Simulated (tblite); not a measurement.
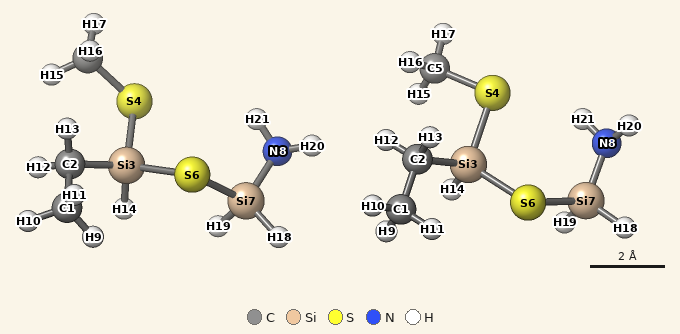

Two geometries of C3H13NS2Si2, drawn at one scale. One is the start of a relaxation, the other its converged end. The picture is a ball-and-stick view, seen at a tilt.

Theory: GFN2-xTB geometry optimisation, gas phase in tblite 0.8.0. 

### Which geometry has the lower energy?

The right one is the relaxed one. The largest move after the best rigid fit is that of H9, 1.37 Å. By element the largest moves are H 1.37 Å, S 0.93 Å, C 0.53 Å, N 0.42 Å, Si 0.20 Å. Some distances before and after: Si7–N8 1.784 → 1.712 Å, C5–H17 1.121 → 1.085 Å, C2–Si3 1.860 → 1.895 Å, C1–H10 1.123 → 1.088 Å. Among the angles between lasting bonds that change: H18–Si7–H19 107.5° → 117.6°, S6–Si7–H18 110.8° → 101.2°, Si7–N8–H20 111.9° → 118.8°. Groups turn about Si3–S4 by about 65°, C1–C2 by about 45°, S6–Si7 by about 30°. After 188 geometry steps the energy has fallen by 0.657 eV.
